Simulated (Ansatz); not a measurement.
C$_{2}$H$_{6}$FNO

```yaml
atoms:
  - { symbol: C, position_ang: [-1.5814, 0.3624, 0.4068] }
  - { symbol: O, position_ang: [-0.5557, -0.5487, 0.0737] }
  - { symbol: C, position_ang: [0.6802, 0.0169, -0.0339] }
  - { symbol: N, position_ang: [1.6170, -1.0034, -0.2394] }
  - { symbol: F, position_ang: [0.6562, 0.9429, -1.1026] }
  - { symbol: H, position_ang: [-1.3467, 0.8911, 1.3387] }
  - { symbol: H, position_ang: [-1.7400, 1.0926, -0.3904] }
  - { symbol: H, position_ang: [-2.4868, -0.2251, 0.5491] }
  - { symbol: H, position_ang: [0.9432, 0.6295, 0.8389] }
  - { symbol: H, position_ang: [2.5394, -0.6263, -0.4028] }
  - { symbol: H, position_ang: [1.3399, -1.5890, -1.0173] }
```

Geometry: PBE0-D4/def2-TZVP.

These are results of Ansatz 0.2.0, RKS PBE0-D4/def2-TZVPP, not measurements.

Question: What can the converged electron density and electron localisation function tell about the bonding?

Answer: C–O (1.36 Å): ρ at the midpoint is about 2.4 e/Å³, with its minimum of 2.1 e/Å³ about 0.5 Å from C; the ELF peaks at about 0.90 between the atoms, as expected for a shared but strongly polarised pair.
C–N (1.40 Å): ρ at the midpoint is about 2.2 e/Å³; the ELF peaks at about 0.95 between the atoms: localised, covalent bonding.
N–H (1.01 Å): the density is about 2.9 e/Å³ at the midpoint; the ELF climbs to about 1 towards the hydrogen, as it does in any bond to H; an ordinary covalent bond to hydrogen.
C–O (1.41 Å): ρ at the midpoint is about 2 e/Å³, with its minimum of 1.7 e/Å³ about 0.5 Å from C; the ELF peaks at about 0.90 between the atoms, as expected for a polar covalent bond.

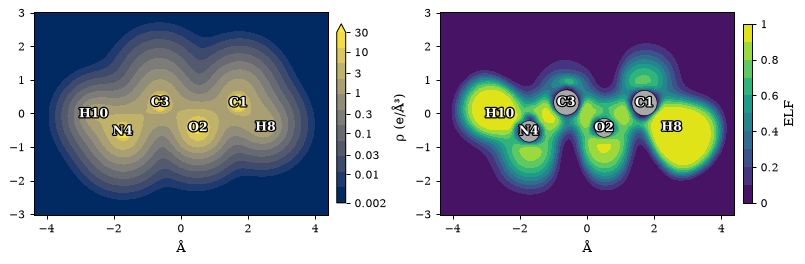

Computed electron density and electron localisation function on the plane of atoms C3, N4 and H10, in this order. Grey discs cover the atomic cores in the ELF map. 
